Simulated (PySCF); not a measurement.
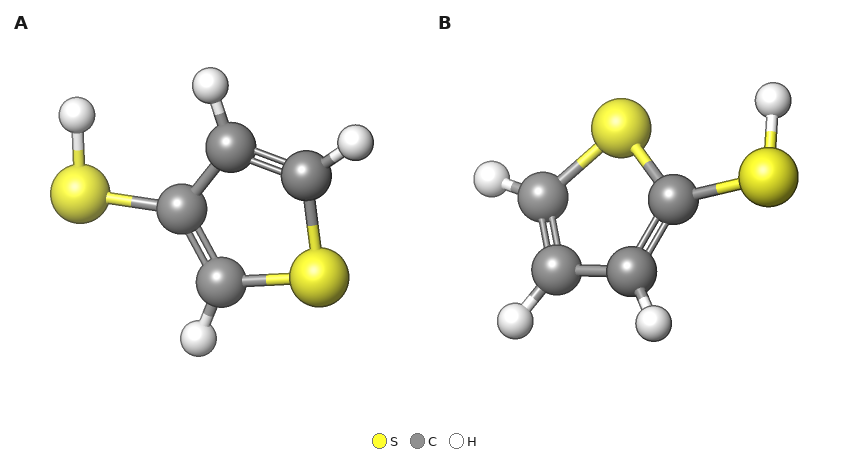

2 stationary structures of one formula. Geometries: GFN2-xTB. Electronic energies: PBE0/pcSseg-1 (PySCF 2.14.0), without zero-point energy. No frequency run is at hand to confirm each as a minimum.

Question: Are they conformers, stereoisomers or constitutional isomers?

Answer: They are constitutional isomers of C4H4S2: A `Sc1ccsc1`, B `Sc1cccs1`.

Question: Which structure is the most stable?

Answer: A is lowest; B lies 4.4 kJ/mol above it.
